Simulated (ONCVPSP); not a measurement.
Run report: Sn, pseudopotential generation

System: tin (Sn, Z = 50), core [Ar] 3d10, reference valence 4s2 4p6 4d10 5s2 5p1.75 (an ion of charge +0.25), valence charge 22.
Method: ONCV potential, PBEsol, scalar-relativistic, made with ONCVPSP 4.0.1.

The program's output (extracts):
```
ONCVPSP  (Optimized Norm-Conservinng Vanderbilt PSeudopotential)
scalar-relativistic version 4.0.1

#   n    l    f        energy (Ha)
    1    0    2.00    -1.0657613E+03
    2    0    2.00    -1.6095820E+02
    2    1    6.00    -1.4452377E+02
    3    0    2.00    -3.1105832E+01
    3    1    6.00    -2.5736228E+01
    3    2   10.00    -1.7464225E+01
    4    0    2.00    -4.9825006E+00
    4    1    6.00    -3.3589065E+00
    4    2   10.00    -1.0152209E+00
    5    0    2.00    -4.5187323E-01
    5    1    1.75    -1.9253760E-01

Reference configufation results
  iterations    25
  all-electron total energy (Ha)   -6.17441170D+03

Begin loop to  construct optimized pseudo wave functions
and semi-local pseudopoentials for all angular momenta

Calculating optimized projector #   1

 for l=   0

    Fraction of norm inside rc  0.974870
    Optimizing pswf for qcut=   6.69 a_B^-1,  ecut=  22.37 Ha
    Residual kinetic energy error=  1.51D-04 Ha

    Energy error per electron        Cutoff
         Ha          eV             Ha
         0.01000     0.27211        8.55
         0.00100     0.02721       16.37
         0.00010     0.00272       31.45
         0.00001     0.00027      112.12

Calculating optimized projector #   2

 for l=   0

    Fraction of norm inside rc  0.103346
    Optimizing pswf for qcut=   6.69 a_B^-1,  ecut=  22.37 Ha
    Residual kinetic energy error=  3.57D-04 Ha

    Energy error per electron        Cutoff
         Ha          eV             Ha
         0.01000     0.27211        7.86
         0.00100     0.02721       18.93
         0.00010     0.00272       42.19
         0.00001     0.00027      137.43

Calculating optimized projector #   1

 for l=   1

    Fraction of norm inside rc  0.875628
    Optimizing pswf for qcut=  11.49 a_B^-1,  ecut=  65.96 Ha
    Residual kinetic energy error=  6.52D-07 Ha

    Energy error per electron        Cutoff
         Ha          eV             Ha
         0.01000     0.27211       27.00
         0.00100     0.02721       43.25
         0.00010     0.00272       52.24
         0.00001     0.00027       58.78

Calculating optimized projector #   2

 for l=   1

    Fraction of norm inside rc  0.030052
    Optimizing pswf for qcut=  11.49 a_B^-1,  ecut=  65.96 Ha
    Residual kinetic energy error=  3.25D-07 Ha

    Energy error per electron        Cutoff
         Ha          eV             Ha
         0.01000     0.27211       13.85
         0.00100     0.02721       32.26
         0.00010     0.00272       46.79
         0.00001     0.00027       55.93

   Wellstate for l =  2  n =  5
     eigenvalue =   1.0848
     asymptotic potential =   1.5848
     half-point radius =  2.5371

Calculating optimized projector #   1

 for l=   2

    Fraction of norm inside rc  0.521157
    Optimizing pswf for qcut=   7.89 a_B^-1,  ecut=  31.09 Ha
    Residual kinetic energy error=  1.25D-02 Ha

    Energy error per electron        Cutoff
         Ha          eV             Ha
         0.01000     0.27211       32.04
         0.00100     0.02721      136.88
         0.00010     0.00272      221.03

Calculating optimized projector #   2

 for l=   2

    Fraction of norm inside rc  0.096397
    Optimizing pswf for qcut=   7.89 a_B^-1,  ecut=  31.09 Ha
    Residual kinetic energy error=  5.75D-03 Ha

    Energy error per electron        Cutoff
         Ha          eV             Ha
         0.01000     0.27211       29.06
         0.00100     0.02721       38.92
         0.00010     0.00272      129.68
         0.00001     0.00027      288.82

Construct Vanderbilt / Kleinmman-Bylander projectors

B matrix Hermiticity error, ll=   0
   1   2    8.3312E-04

  Orthonormal projector coefficients  7.1970E+00  1.6908E+00

B matrix Hermiticity error, ll=   1
   1   2    4.0147E-04

  Orthonormal projector coefficients  4.8760E+00 -2.3310E-01

B matrix Hermiticity error, ll=   2
   1   2    3.7497E-04

  Orthonormal projector coefficients -1.4694E+01 -2.8203E+00

Pseudoatom total energy -214.348093

Diagnostic tests using Vanderbilt-Kleinman-Bylander pseudopotentials
  1 or more projectors used as specified by nproj input data

   l    rcore       rmatch      e in        delta e   norm test  slope test

   0   1.4527393   1.4968476  -4.9825006   0.0000083   1.0002614   1.0002335
   0   1.4527393   1.4968476  -0.4518732   0.0000074   1.0000551   1.0000417

   1   1.2509449   1.2889263  -3.3589065  -0.0000142   1.0002576   1.0002738
   1   1.2509449   1.2889263  -0.1925376   0.0000106   1.0000904   1.0000880

   2   1.0517118   1.0836440  -1.0152209  -0.0002666   1.0001419   0.9997643
   2   1.0517118   1.0836440   1.0847791  -0.0003622   1.0004548   1.0004548

 Testing for bound ghosts
   n   l    E NL Schr. Eq   E Basis Diag.   E Cutoff

   1   0       -4.982492       -4.982492    166.59
   2   0       -0.451866       -0.414068    166.59

   2   1       -3.358921       -3.358911    194.16
   3   1       -0.192527        0.029825    194.16

   3   2       -1.015488       -1.007092    232.89

 Testing for highly-localized positive-energy ghosts
       l    <radius>/rc     E Basis Diag.   E Cutoff

Test configuration 0

   n   l     f        eae           eps        diff
   1   0  2.0000-1065.76130620
   2   0  2.0000 -160.95820010
   2   1  6.0000 -144.52376912
   3   0  2.0000  -31.10583153
   3   1  6.0000  -25.73622825
   3   2 10.0000  -17.46422458
   4   0  2.0000   -4.98250062   -4.98249233    8.30D-06
   4   1  6.0000   -3.35890647   -3.35892070   -1.42D-05
   4   2 10.0000   -1.01522092   -1.01548755   -2.67D-04
   5   0  2.0000   -0.45187323   -0.45186581    7.42D-06
   5   1  1.7500   -0.19253760   -0.19252700    1.06D-05

    Total energies and differences
      AE_ref= -6.17441170D+03  AE_tst= -6.17441170D+03  dif=  0.00D+00
      PS_ref= -2.14348093D+02  PS_tst= -2.14348093D+02  dif= -8.53D-14
      PSP excitation error=  8.53D-14

Test configuration 1

   n   l     f        eae           eps        diff
   1   0  2.0000-1065.69347824
   2   0  2.0000 -160.89059943
   2   1  6.0000 -144.45613940
   3   0  2.0000  -31.03828804
   3   1  6.0000  -25.66868241
   3   2 10.0000  -17.39668670
   4   0  2.0000   -4.91501716   -4.91502549   -8.33D-06
   4   1  6.0000   -3.29141499   -3.29143923   -2.42D-05
   4   2 10.0000   -0.94784630   -0.94811372   -2.67D-04
   5   0  2.0000   -0.38937506   -0.38936928    5.78D-06
   5   1  2.0000   -0.13629713   -0.13628831    8.83D-06

    Total energies and differences
      AE_ref= -6.17441170D+03  AE_tst= -6.17445273D+03  dif= -4.10D-02
      PS_ref= -2.14348093D+02  PS_tst= -2.14389127D+02  dif= -4.10D-02
      PSP excitation error=  7.07D-06

Test configuration 2

   n   l     f        eae           eps        diff
   1   0  2.0000-1065.99041963
   2   0  2.0000 -161.18606604
   2   1  6.0000 -144.75178297
   3   0  2.0000  -31.33337835
   3   1  6.0000  -25.96378595
   3   2 10.0000  -17.69174331
   4   0  2.0000   -5.20958599   -5.20957752    8.46D-06
   4   1  6.0000   -3.58598489   -3.58597332    1.16D-05
   4   2 10.0000   -1.24153490   -1.24179578   -2.61D-04
   5   0  2.0000   -0.65725532   -0.65724612    9.20D-06
   5   1  1.0000   -0.37793877   -0.37792130    1.75D-05

    Total energies and differences
      AE_ref= -6.17441170D+03  AE_tst= -6.17419923D+03  dif=  2.12D-01
      PS_ref= -2.14348093D+02  PS_tst= -2.14135574D+02  dif=  2.13D-01
      PSP excitation error= -4.04D-05

Test configuration 3

   n   l     f        eae           eps        diff
   1   0  2.0000-1066.34438910
   2   0  2.0000 -161.53686060
   2   1  6.0000 -145.10293374
   3   0  2.0000  -31.68334140
   3   1  6.0000  -26.31377313
   3   2 10.0000  -18.04164109
   4   0  2.0000   -5.55811708   -5.55827045   -1.53D-04
   4   1  6.0000   -3.93439093   -3.93436403    2.69D-05
   4   2 10.0000   -1.58772769   -1.58796921   -2.42D-04
   5   0  2.0000   -0.96138521   -0.96138530   -9.22D-08

    Total energies and differences
      AE_ref= -6.17441170D+03  AE_tst= -6.17368576D+03  dif=  7.26D-01
      PS_ref= -2.14348093D+02  PS_tst= -2.13622004D+02  dif=  7.26D-01
      PSP excitation error= -1.42D-04

Test configuration 4

   n   l     f        eae           eps        diff
   1   0  2.0000-1065.83368544
   2   0  2.0000 -161.03026155
   2   1  6.0000 -144.59586942
   3   0  2.0000  -31.17781250
   3   1  6.0000  -25.80821220
   3   2 10.0000  -17.53619808
   4   0  2.0000   -5.05437823   -5.05436056    1.77D-05
   4   1  6.0000   -3.43078775   -3.43079249   -4.74D-06
   4   2 10.0000   -1.08692056   -1.08718594   -2.65D-04
   5   0  2.0000   -0.51762857   -0.51761998    8.59D-06
   5   1  1.5000   -0.25179985   -0.25178726    1.26D-05

    Total energies and differences
      AE_ref= -6.17441170D+03  AE_tst= -6.17435623D+03  dif=  5.55D-02
      PS_ref= -2.14348093D+02  PS_tst= -2.14292612D+02  dif=  5.55D-02
      PSP excitation error= -1.02D-05
```

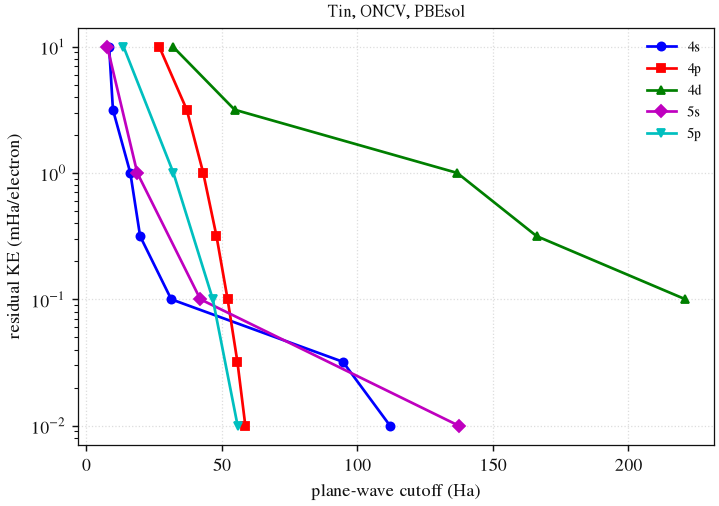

Residual kinetic energy of the pseudo-waves (the first of each channel, and further valence shells) beyond the plane-wave cutoff, as the generator prints it.

- Hardest wave at 1 mHa per electron: 4d, with rc = 1.05 bohr and qcut = 7.9 1/bohr. The optimisation minimises, but can't always remove, the kinetic energy above qcut²/2 = 31.2 Ha, and a larger rc would as a rule soften the wave at some cost in transferability.
- Cutoffs for 1 mHa per electron: 4d: 137 Ha; 4p: 43 Ha; 5p: 32 Ha; 5s: 19 Ha; 4s: 16 Ha.
- Cutoffs for the occupied states: 137 Ha for 1 mHa and 221 Ha for 0.1 mHa per electron. The first is set by 4d.

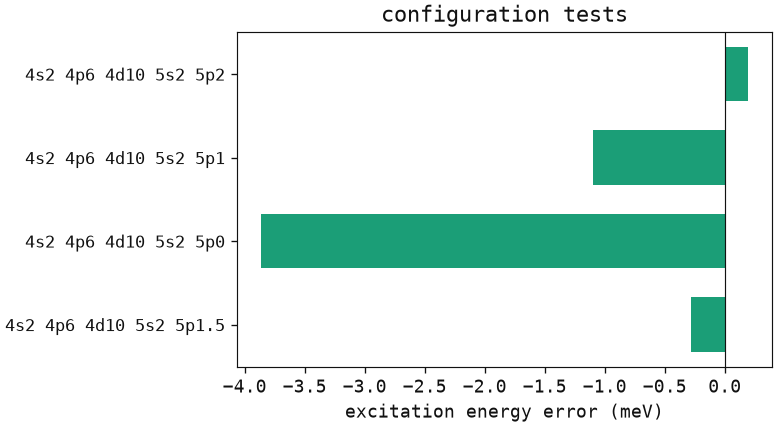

Errors, all-electron minus pseudo, of the energies of valence configurations relative to the unpolarised reference 4s2 4p6 4d10 5s2 5p1.75.

- Worst configuration: 4s2 4p6 4d10 5s2 5p0 (charge +2): the error is -3.9 meV on an all-electron energy of +19.75 eV relative to the reference, or 0.02 %.
- Configurations within 10 meV and within 50 meV: 4 and 4 of 4.
- Errors in meV: 4s2 4p6 4d10 5s2 5p2: +0.2; 4s2 4p6 4d10 5s2 5p1: -1.1; 4s2 4p6 4d10 5s2 5p0: -3.9; 4s2 4p6 4d10 5s2 5p1.5: -0.3.

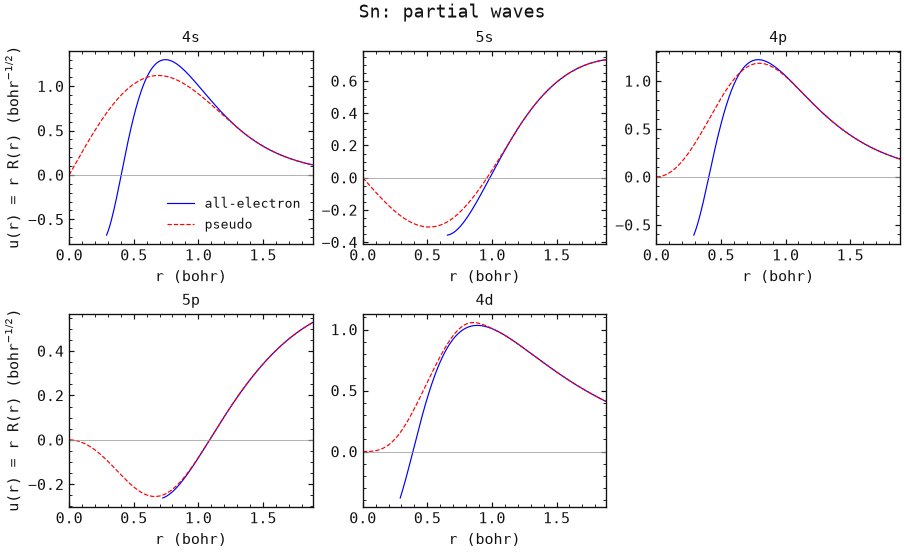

Pseudo-waves (dashed) against the all-electron radial functions (solid). The innermost oscillations of some all-electron curves aren't drawn. Reference configuration 4s2 4p6 4d10 5s2 5p1.75.

- Matching radii: 4s at 1.45 bohr; 5s at 1.45 bohr; 4p at 1.25 bohr; 5p at 1.25 bohr; 4d at 1.05 bohr. The curves merge smoothly, so the plot gives these only roughly.
- Nodes of the pseudo-waves: 4s has no node; 5s has a node at about 1.0 bohr; 4p has no node; 5p has a node at about 1.1 bohr; 4d has no node. A node in 5s and 5p is expected, since a lower shell of the same l is also in the valence and the two must stay orthogonal.

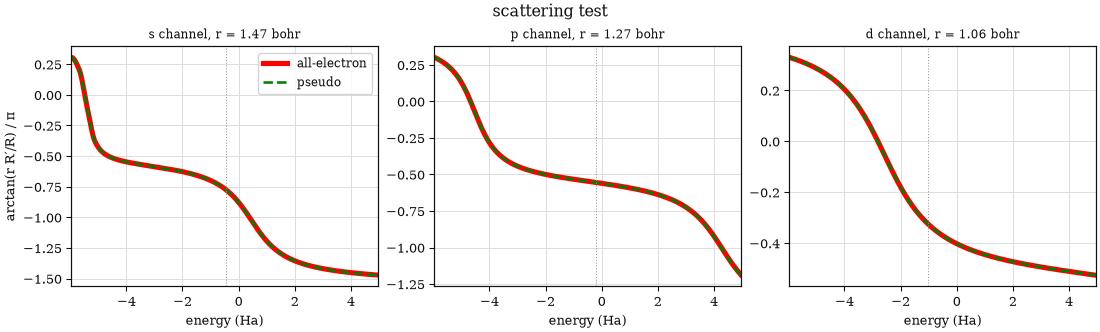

Unwrapped phase arctan(r R′/R) in units of π against energy, all-electron (solid) and pseudo (dashed); the pseudo phase is matched to the all-electron one at the reference energy. Here R(r) is the radial function. The dotted line marks the reference energy of the channel. Not drawn: f: not judged.

- Range over which the phases agree within 0.05 rad: s: over the whole range drawn; p: over the whole range drawn; d: over the whole range drawn.
- Ghost states: the plot shows none: the two phases stay within 0.02 rad of each other in all channels drawn. The separate test gives: no bound ghost flagged; no localised positive-energy state flagged.

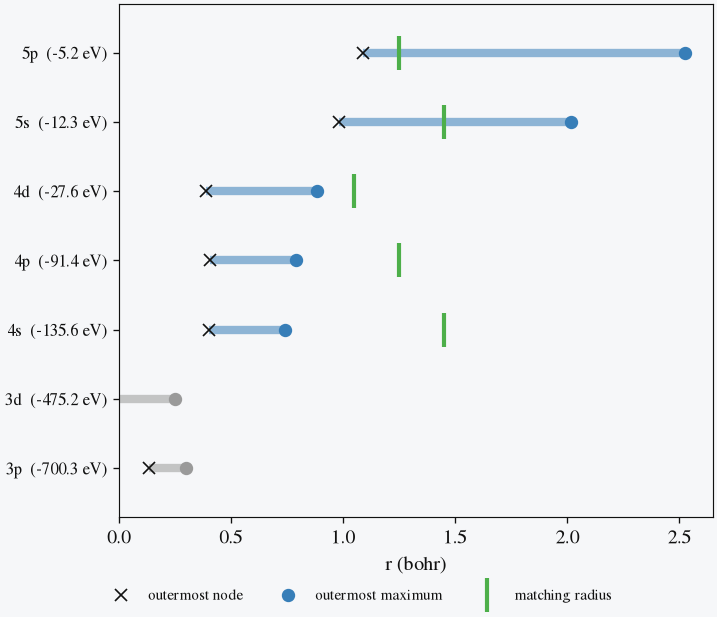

Outer shells of the all-electron reference atom: each bar runs from the outermost node (or the nucleus) to the outermost maximum of u(r); the tick is the radius chosen for the pseudo-wave. Shells without a tick have no pseudo-wave of their own. Levels, nodes and maxima are from ld1.x, scalar-relativistic.

- Radii against the shells: 4s: 1.45 bohr, outside the maximum; 4p: 1.25 bohr, outside the maximum; 4d: 1.05 bohr, outside the maximum; 5s: 1.45 bohr, between node and maximum; 5p: 1.25 bohr, between node and maximum.

Input:
```
# ATOM AND REFERENCE CONFIGURATION
# atsym  z   nc   nv     iexc    psfile
  Sn 50.00    6    5  -116133      upf
#
#   n    l    f
    1    0    2.00
    2    0    2.00
    2    1    6.00
    3    0    2.00
    3    1    6.00
    3    2   10.00
    4    0    2.00
    4    1    6.00
    4    2   10.00
    5    0    2.00
    5    1    1.75
#
# PSEUDOPOTENTIAL AND OPTIMIZATION
# lmax
    2
#
#   l,   rc,      ep,       ncon, nbas, qcut
    0    1.45    0.00    4    9    6.70
    1    1.25    0.00    4    8   11.50
    2    1.05    0.00    3    7    7.90
#
# LOCAL POTENTIAL
# lloc, lpopt,  rc(5),   dvloc0
    4    3    1.05    4.00
#
# VANDERBILT-KLEINMAN-BYLANDER PROJECTORs
# l, nproj, debl
    0    2    1.50
    1    2    1.90
    2    2    2.10
#
# MODEL CORE CHARGE
# icmod, fcfact, rcfact
    0    0.00    0.00
#
# LOG DERIVATIVE ANALYSIS
# epsh1, epsh2, depsh
   -6.00    5.00    0.04
#
# OUTPUT GRID
# rlmax, drl
    6.00    0.01
#
# TEST CONFIGURATIONS
# ncnf
    4
# nvcnf
#   n    l    f
    5
    4    0    2.00
    4    1    6.00
    4    2   10.00
    5    0    2.00
    5    1    2.00
#
    5
    4    0    2.00
    4    1    6.00
    4    2   10.00
    5    0    2.00
    5    1    1.00
#
    5
    4    0    2.00
    4    1    6.00
    4    2   10.00
    5    0    2.00
    5    1    0.00
#
    5
    4    0    2.00
    4    1    6.00
    4    2   10.00
    5    0    2.00
    5    1    1.50
#
```

Launched with:
```bash
oncvpsp.x < Sn.dat > Sn.out
```

Results in brief:

- outcome: generated
- cutoffs needed: 137 Ha and 221 Ha (the cutoffs at which the residual kinetic energy of the hardest occupied pseudo-wave falls to 1 and 0.1 mHa per electron)
- ghost test: no bound ghost flagged; no localised positive-energy state flagged
- largest excitation error: -3.9 meV (all-electron minus pseudo) for 4s2 4p6 4d10 5s2 5p0, out of 4 test configurations
- range over which the phases arctan(r R′/R) at the test radius agree within 0.05 rad (a looser test near the poles than one of phase shifts): s: over the whole range computed; p: over the whole range computed; d: over the whole range computed; f: not judged, local potential alone
- hardware: 1 CPU thread, shared host
- wall time: 5.1 s
